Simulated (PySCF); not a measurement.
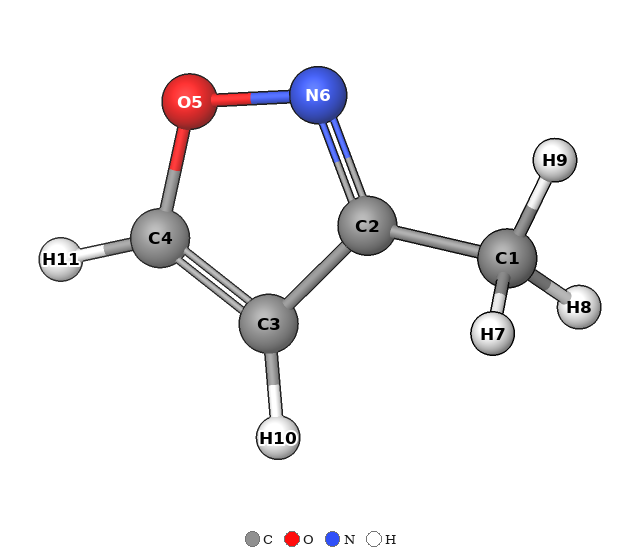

The computed structure is the end point of a GFN2-xTB optimisation. No frequency run is at hand to confirm it as a minimum. Level of theory: delta-SCF UKS SCAN, pcX-2 on the ionised atom, pcseg-1 elsewhere, spin-free X2C (PySCF 2.14.0).

Give the core-electron binding energies (to vacuum) of C1 1s, C2 1s, C3 1s, C4 1s, O5 1s, N6 1s.

| atom | level | binding energy (eV) |
| --- | --- | --- |
| C1 | 1s | 291.3 |
| C2 | 1s | 291.7 |
| C3 | 1s | 290.8 |
| C4 | 1s | 292.3 |
| O5 | 1s | 540.4 |
| N6 | 1s | 405.8 |
